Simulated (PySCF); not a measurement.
# C5H4F2: NMR shifts at several levels of theory, part 2 of 2

PySCF 2.14.0. Atoms count from 0.

### 8 Shielding tensors: PBE/pcSseg-1

The job: settings as JSON, then the geometry in Å.

```
{"job": {"kind": "nmr", "xc": "PBE", "basis": "pcSseg-1", "pop": false}, "charge": 0, "multiplicity": 1}
F      2.040639    -0.547161    -1.008312
C      1.263728    -1.477818    -0.480094
C      0.091749    -1.173427     0.100887
F     -0.629353    -2.178356     0.607319
C     -0.456993     0.135609     0.223852
C     -1.408421     0.935841     0.621449
C     -0.250071     1.590349    -0.061062
H      1.644123    -2.499290    -0.555173
H     -2.370487     1.073839     1.106003
H      0.489604     2.154937     0.528279
H     -0.355413     1.957444    -1.094203
```

With the program's defaults for keys left out, this is: GIAO PBE/pcSseg-1 NMR shielding, non-relativistic, gas phase.

Standard output:

```text
coarse grid: 10088 points
cycle   1  E = -391.8815681701  dE =  1.042e+00  |g| = 6.242e-01  |ddm| = 3.161e+00
cycle   2  E = -391.6795964400  dE =  2.020e-01  |g| = 1.168e+00  |ddm| = 1.720e+00
cycle   3  E = -391.9301258068  dE = -2.505e-01  |g| = 3.012e-01  |ddm| = 1.338e+00
cycle   4  E = -391.9537029308  dE = -2.358e-02  |g| = 1.192e-01  |ddm| = 4.274e-01
cycle   5  E = -391.9571702462  dE = -3.467e-03  |g| = 3.399e-02  |ddm| = 1.386e-01
cycle   6  E = -391.9574030638  dE = -2.328e-04  |g| = 1.184e-02  |ddm| = 4.692e-02
cycle   7  E = -391.9574275002  dE = -2.444e-05  |g| = 6.221e-03  |ddm| = 1.678e-02
cycle   8  E = -391.9574361465  dE = -8.646e-06  |g| = 1.704e-03  |ddm| = 6.353e-03
final grid: 100736 points
cycle   9  E = -392.0321447924  dE = -2.765e-05  |g| = 1.366e-02  |ddm| = 4.097e-02
cycle  10  E = -392.0320575841  dE =  8.721e-05  |g| = 2.570e-02  |ddm| = 3.588e-02
cycle  11  E = -392.0321835915  dE = -1.260e-04  |g| = 2.701e-03  |ddm| = 2.467e-02
cycle  12  E = -392.0321850543  dE = -1.463e-06  |g| = 9.210e-04  |ddm| = 3.410e-03
cycle  13  E = -392.0321852568  dE = -2.025e-07  |g| = 2.664e-04  |ddm| = 1.151e-03
cycle  14  E = -392.0321852703  dE = -1.350e-08  |g| = 1.068e-04  |ddm| = 3.046e-04
cycle  15  E = -392.0321852729  dE = -2.638e-09  |g| = 3.744e-05  |ddm| = 1.280e-04
cycle  16  E = -392.0321852733  dE = -3.566e-10  |g| = 1.191e-05  |ddm| = 4.982e-05
converged SCF energy = -392.0321852733

GIAO shielding tensors (ppm)
atom      isotropic    diamagn.    paramagn.     s11        s22        s33       span
  0 F      313.773     475.912    -162.139    228.976    286.931    425.413    196.437
  1 C       27.093     249.188    -222.095    -40.883     45.934     76.227    117.110
  2 C       26.135     249.335    -223.199    -43.292     50.537     71.161    114.453
  3 F      327.745     473.346    -145.601    267.906    332.103    383.226    115.320
  4 C       68.894     256.680    -187.786    -66.324     98.615    174.391    240.715
  5 C       70.077     254.011    -183.934    -49.423     80.267    179.386    228.809
  6 C      167.687     247.903     -80.216    129.769    143.198    230.094    100.325
  7 H       23.733      27.418      -3.685     21.856     22.544     26.798      4.942
  8 H       24.128      31.809      -7.681     21.349     24.681     26.354      5.005
  9 H       29.604      29.129       0.474     25.084     26.401     37.326     12.241
 10 H       29.599      29.130       0.469     25.088     26.392     37.316     12.228
```

Run time: 27 s. Hardware: 1 thread of Arm Neoverse N1, shared host; peak memory 0.73 GiB.

This run: δ C2 153.9, C1 152.9, C4 111.1, C5 110.0, H7 7.46, H8 7.07 ppm.

### 9 Nuclear shieldings: LDA/pcSseg-1

The job, as its differences from that of step 8:

```diff
@@ -1,2 +1,2 @@
-{"job": {"kind": "nmr", "xc": "PBE", "basis": "pcSseg-1", "pop": false}, "charge": 0, "multiplicity": 1}
+{"job": {"kind": "nmr", "xc": "LDA", "basis": "pcSseg-1", "pop": false}, "charge": 0, "multiplicity": 1}
 F      2.040639    -0.547161    -1.008312
```

With the program's defaults for keys left out, this is: GIAO LDA/pcSseg-1 NMR shielding, non-relativistic, gas phase.

Standard output:

```text
coarse grid: 10088 points
cycle   1  E = -389.3043987079  dE =  1.018e+00  |g| = 6.032e-01  |ddm| = 3.180e+00
cycle   2  E = -389.1036251068  dE =  2.008e-01  |g| = 1.140e+00  |ddm| = 1.693e+00
cycle   3  E = -389.3483281890  dE = -2.447e-01  |g| = 3.118e-01  |ddm| = 1.336e+00
cycle   4  E = -389.3742027372  dE = -2.587e-02  |g| = 1.188e-01  |ddm| = 4.430e-01
cycle   5  E = -389.3775741238  dE = -3.371e-03  |g| = 3.536e-02  |ddm| = 1.370e-01
cycle   6  E = -389.3778179105  dE = -2.438e-04  |g| = 1.266e-02  |ddm| = 4.868e-02
cycle   7  E = -389.3778454949  dE = -2.758e-05  |g| = 6.361e-03  |ddm| = 1.769e-02
cycle   8  E = -389.3778543073  dE = -8.812e-06  |g| = 1.840e-03  |ddm| = 6.596e-03
final grid: 100736 points
cycle   9  E = -389.4344194525  dE = -3.230e-05  |g| = 6.652e-03  |ddm| = 2.130e-02
cycle  10  E = -389.4343838949  dE =  3.556e-05  |g| = 1.445e-02  |ddm| = 1.816e-02
cycle  11  E = -389.4344273345  dE = -4.344e-05  |g| = 2.061e-03  |ddm| = 1.347e-02
cycle  12  E = -389.4344283933  dE = -1.059e-06  |g| = 3.178e-04  |ddm| = 2.375e-03
cycle  13  E = -389.4344284031  dE = -9.875e-09  |g| = 2.033e-04  |ddm| = 5.382e-04
cycle  14  E = -389.4344284107  dE = -7.583e-09  |g| = 1.018e-04  |ddm| = 2.622e-04
cycle  15  E = -389.4344284134  dE = -2.717e-09  |g| = 2.196e-05  |ddm| = 1.221e-04
cycle  16  E = -389.4344284136  dE = -1.215e-10  |g| = 6.291e-06  |ddm| = 2.762e-05
converged SCF energy = -389.4344284136

GIAO shielding tensors (ppm)
atom      isotropic    diamagn.    paramagn.     s11        s22        s33       span
  0 F      316.599     475.727    -159.128    219.417    293.146    437.233    217.816
  1 C       21.692     249.126    -227.433    -48.459     40.484     73.052    121.511
  2 C       20.870     249.501    -228.631    -52.235     47.502     67.343    119.578
  3 F      328.949     472.922    -143.973    262.434    334.199    390.216    127.782
  4 C       64.823     257.855    -193.032    -75.833     96.176    174.127    249.960
  5 C       65.597     254.786    -189.189    -58.299     74.234    180.856    239.156
  6 C      168.852     248.736     -79.884    129.005    144.799    232.753    103.748
  7 H       23.243      26.744      -3.501     21.355     22.067     26.307      4.952
  8 H       23.666      31.041      -7.374     20.882     24.116     26.001      5.118
  9 H       29.228      28.767       0.461     24.661     25.822     37.202     12.540
 10 H       29.223      28.768       0.455     24.665     25.813     37.191     12.527
```

Wall time 22 s (1 thread of Arm Neoverse N1, shared host); peak memory 0.73 GiB.

This run: δ C2 159.9, C1 159.0, C4 115.9, C5 115.1, H7 7.59, H8 7.16 ppm.

### 10 Shielding tensors: PBE0/STO-3G

The job, as its differences from that of step 9:

```diff
@@ -1,2 +1,2 @@
-{"job": {"kind": "nmr", "xc": "LDA", "basis": "pcSseg-1", "pop": false}, "charge": 0, "multiplicity": 1}
+{"job": {"kind": "nmr", "xc": "PBE0", "basis": "STO-3G", "pop": true}, "charge": 0, "multiplicity": 1}
 F      2.040639    -0.547161    -1.008312
```

Method: GIAO PBE0/STO-3G NMR shielding, non-relativistic, gas phase.

Standard output:

```text
coarse grid: 10088 points
cycle   1  E = -386.8173358708  dE =  1.410e+00  |g| = 4.579e-01  |ddm| = 4.735e+00
cycle   2  E = -386.7796133026  dE =  3.772e-02  |g| = 6.254e-01  |ddm| = 1.428e+00
cycle   3  E = -386.8943762820  dE = -1.148e-01  |g| = 6.751e-02  |ddm| = 7.959e-01
cycle   4  E = -386.8949883908  dE = -6.121e-04  |g| = 5.233e-02  |ddm| = 1.579e-01
cycle   5  E = -386.8958586349  dE = -8.702e-04  |g| = 3.845e-03  |ddm| = 7.259e-02
cycle   6  E = -386.8958640916  dE = -5.457e-06  |g| = 1.048e-03  |ddm| = 8.004e-03
final grid: 100736 points
cycle   7  E = -386.8572146893  dE = -5.501e-06  |g| = 2.924e-03  |ddm| = 1.064e-02
cycle   8  E = -386.8572136494  dE =  1.040e-06  |g| = 3.467e-03  |ddm| = 8.408e-03
cycle   9  E = -386.8572172731  dE = -3.624e-06  |g| = 8.091e-04  |ddm| = 5.255e-03
cycle  10  E = -386.8572174997  dE = -2.266e-07  |g| = 1.139e-04  |ddm| = 1.313e-03
cycle  11  E = -386.8572175038  dE = -4.124e-09  |g| = 2.620e-05  |ddm| = 1.697e-04
cycle  12  E = -386.8572175040  dE = -1.850e-10  |g| = 1.179e-05  |ddm| = 4.856e-05
converged SCF energy = -386.8572175040

GIAO shielding tensors (ppm)
atom      isotropic    diamagn.    paramagn.     s11        s22        s33       span
  0 F      326.685     453.519    -126.834    181.788    277.080    521.188    339.399
  1 C      116.188     255.161    -138.972     54.009    127.763    166.792    112.783
  2 C      119.906     256.602    -136.696     69.539    124.074    166.105     96.567
  3 F      356.272     452.167     -95.895    250.304    313.762    504.749    254.445
  4 C      143.624     257.593    -113.970     36.659    166.140    228.073    191.414
  5 C      139.441     264.778    -125.337     37.792    157.945    222.587    184.796
  6 C      219.767     252.635     -32.869    181.942    203.339    274.018     92.076
  7 H       26.639      28.478      -1.839     24.291     25.893     29.734      5.443
  8 H       26.535      30.879      -4.344     23.237     26.420     29.947      6.710
  9 H       31.597      31.290       0.306     26.995     27.828     39.967     12.972
 10 H       31.593      31.298       0.295     26.996     27.826     39.956     12.960
```

Wall time 5.7 s (1 thread of Arm Neoverse N1, shared host); peak memory 0.53 GiB.

Key values: δ C1 118.5, C2 114.8, C5 95.2, C4 91.1, H8 6.07, H7 5.97 ppm.

### 11 NMR shieldings: PBE0/6-31G

The job, as its differences from that of step 10:

```diff
@@ -1,2 +1,2 @@
-{"job": {"kind": "nmr", "xc": "PBE0", "basis": "STO-3G", "pop": true}, "charge": 0, "multiplicity": 1}
+{"job": {"kind": "nmr", "xc": "PBE0", "basis": "6-31G", "pop": true}, "charge": 0, "multiplicity": 1}
 F      2.040639    -0.547161    -1.008312
```

Method: GIAO PBE0/6-31G NMR shielding, non-relativistic, gas phase.

Standard output:

```text
coarse grid: 10088 points
cycle   1  E = -391.9232924324  dE =  1.344e+00  |g| = 5.905e-01  |ddm| = 3.458e+00
cycle   2  E = -391.8297486960  dE =  9.354e-02  |g| = 9.315e-01  |ddm| = 1.813e+00
cycle   3  E = -391.9926005173  dE = -1.629e-01  |g| = 9.335e-02  |ddm| = 1.133e+00
cycle   4  E = -391.9942054955  dE = -1.605e-03  |g| = 5.594e-02  |ddm| = 1.706e-01
cycle   5  E = -391.9950110664  dE = -8.056e-04  |g| = 1.075e-02  |ddm| = 7.151e-02
cycle   6  E = -391.9950411145  dE = -3.005e-05  |g| = 1.997e-03  |ddm| = 1.802e-02
cycle   7  E = -391.9950420319  dE = -9.174e-07  |g| = 7.556e-04  |ddm| = 3.822e-03
final grid: 100736 points
cycle   8  E = -391.9649978378  dE = -1.401e-05  |g| = 7.441e-03  |ddm| = 1.853e-02
cycle   9  E = -391.9649890668  dE =  8.771e-06  |g| = 1.040e-02  |ddm| = 2.172e-02
cycle  10  E = -391.9650102291  dE = -2.116e-05  |g| = 1.010e-03  |ddm| = 1.299e-02
cycle  11  E = -391.9650104560  dE = -2.269e-07  |g| = 2.591e-04  |ddm| = 1.328e-03
cycle  12  E = -391.9650104723  dE = -1.631e-08  |g| = 7.351e-05  |ddm| = 3.808e-04
cycle  13  E = -391.9650104734  dE = -1.116e-09  |g| = 2.889e-05  |ddm| = 9.975e-05
cycle  14  E = -391.9650104736  dE = -2.010e-10  |g| = 6.549e-06  |ddm| = 3.248e-05
converged SCF energy = -391.9650104736

GIAO shielding tensors (ppm)
atom      isotropic    diamagn.    paramagn.     s11        s22        s33       span
  0 F      338.484     476.968    -138.484    270.804    302.651    441.995    171.191
  1 C       55.707     250.033    -194.327    -11.417     72.986    105.551    116.968
  2 C       53.687     249.226    -195.539    -19.234     79.244    101.051    120.285
  3 F      350.846     468.994    -118.148    296.553    346.420    409.566    113.013
  4 C       93.990     255.530    -161.540    -35.466    123.295    194.142    229.608
  5 C       94.083     266.373    -172.290    -19.428    102.894    198.784    218.213
  6 C      190.350     252.689     -62.338    150.521    173.143    247.386     96.865
  7 H       25.380      27.276      -1.896     23.467     25.148     27.526      4.060
  8 H       25.405      30.226      -4.821     22.721     26.200     27.294      4.573
  9 H       30.650      30.188       0.463     26.188     27.151     38.611     12.423
 10 H       30.644      30.191       0.453     26.186     27.146     38.599     12.413
```

Run time: 11 s. Hardware: 1 thread of Arm Neoverse N1, shared host; peak memory 0.53 GiB.

Key values: δ C2 145.8, C1 143.8, C4 105.5, C5 105.5, H7 7.23, H8 7.21 ppm.

### 12 Run by run: NMR shifts

Shifts (ppm) of some atoms, chosen among heavy atoms and hydrogens apart, with basis size and wall time:

```
               run     C2     C1     C4    H7    H8      F0      F3  functions   time
     BP86/pcSseg-1  154.1  153.0  111.2  7.48  7.09  -171.2  -184.8        139   26 s
    B3LYP/pcSseg-1  155.9  154.6  113.9  7.48  7.27  -164.1  -173.4        139   20 s
BHandHLYP/pcSseg-1  155.2  154.3  115.5  7.55  7.57  -157.6  -163.2        139   19 s
     BLYP/pcSseg-1  155.7  153.8  112.1  7.44  7.04  -169.3  -182.4        139   28 s
     WP04/pcSseg-1  156.8  154.8  112.5  7.24  7.15  -156.3  -164.2        139   21 s
CAM-B3LYP/pcSseg-1  157.9  156.9  117.0  7.57  7.42  -159.6  -166.5        139   25 s
      PBE/pcSseg-1  153.9  152.9  111.1  7.46  7.07  -169.0  -183.0        139   27 s
      LDA/pcSseg-1  159.9  159.0  115.9  7.59  7.16  -177.3  -189.7        139   22 s
       PBE0/STO-3G  114.8  118.5   91.1  5.97  6.07   -22.3   -51.9         39  5.7 s
        PBE0/6-31G  145.8  143.8  105.5  7.23  7.21  -161.1  -173.5         71   11 s
```

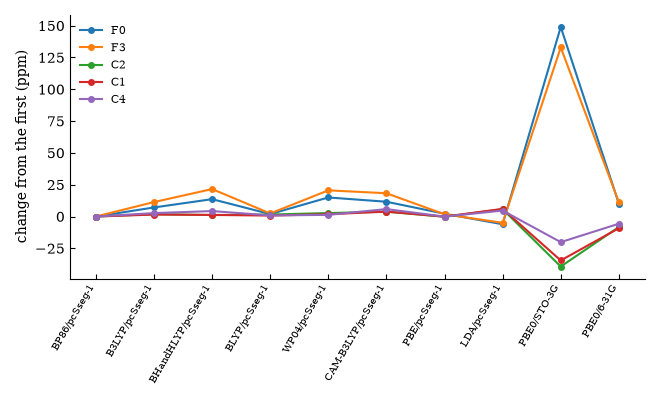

How five of the tabulated atoms move from run to run.

### 13 Results

The summary covers parts 1 to 2.

| quantity | value |
| --- | --- |
| 13C shifts against TMS (BP86/pcSseg-1) | 154.1, 153.0, 111.2, 110.2, 12.6 ppm |
| 1H shifts against TMS (BP86/pcSseg-1, means over atoms taken as alike) | 7.48, 7.09, 1.62 ppm |
| 19F shifts against CFCl3 (BP86/pcSseg-1) | -171.2, -184.8 ppm |
| range of the shift of F0 | -177.3 to -22.3 ppm |
| property runs in this session | 10, of which 0 failed and 1 gave unsound results |

What this shows: Single values in the summary come from the first run of each kind that ended normally (BP86/pcSseg-1), which need not be the best level. Across the 10 runs the shift of F0 moves most, between -177.3 (LDA/pcSseg-1) and -22.3 ppm (PBE0/STO-3G). A minimal basis is unusable for shieldings, so that end is no result. Most of that comes from the computed reference, not from the atom's own shielding.
